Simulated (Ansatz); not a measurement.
# Frozen-phonon scan for SiC (zinc blende)

Starting cell, SiC (zinc blende):

```
CELL_PARAMETERS angstrom
      0.00000     4.37973     4.37973
      2.18986     2.18986     4.37973
      2.18986     2.18986     0.00000
ATOMIC_POSITIONS crystal
  C  0.00000 0.75000 0.75000
  C  0.50000 0.75000 0.75000
  Si 0.00000 0.00000 0.00000
  Si 0.50000 0.00000 0.00000
```

A phonon eigenvector at X = (0.5, 0.5, 0.0) is frozen into this cell: atom i moves by Q times the vector below, so Q is the largest atomic displacement, in Å. The cell is held. (q is in reciprocal vectors of the primitive cell; the cell shown is doubled to hold the pattern.)

```json
[
 {"atom": "C1", "x": "0.000", "y": "0.000", "z": "-1.000"},
 {"atom": "C2", "x": "0.000", "y": "0.000", "z": "1.000"}
]
```

Atoms not listed stay in place.

Computed with PBE (plane waves to 420 eV, PAW, scalar-relativistic; Ansatz, a program for electronic structure). k mesh 13×13×13 (Γ-centred), Fermi-Dirac smearing 0.05 eV. The energy includes the smearing's −TS. SiC was relaxed with its symmetry unable to fall. The PAW data are Ansatz's earlier set. ΔE is measured from the undisplaced structure.

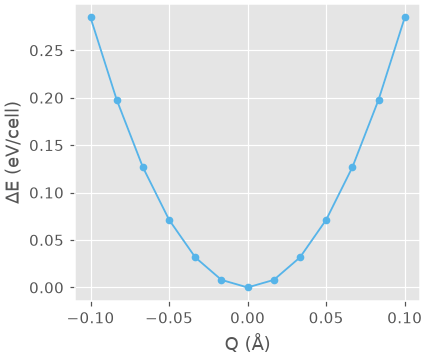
Figure. ΔE (eV/cell) against Q (Å); markers are the computed points, lines only join them.

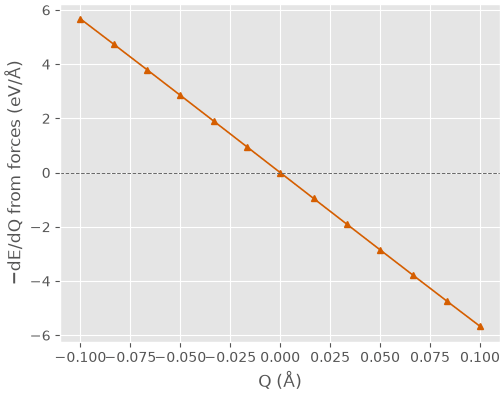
Fig. 1. −dE/dQ from forces (eV/Å) against Q (Å); one marker a computed point.

The energy at Q = 0.100 Å comes out as 284.6 meV/cell. Harmonic wavenumber from the curvature (finite differences): 804 cm⁻¹. Shape of the curve: a single well with its minimum at or next to zero displacement. Symmetry of the curve: even: the same for both signs. Wavenumber by perturbation theory (DFPT, on another k mesh): 804 cm⁻¹.

E″ = 57.12 eV/Å², M = Σ mᵢ|uᵢ|² = 24.0 u, ν̃ = 521.5·√(|E″|/M).

(For displaced atoms, the force is minus the slope of the energy, and its curvature is a force constant, which sets phonon frequencies.)
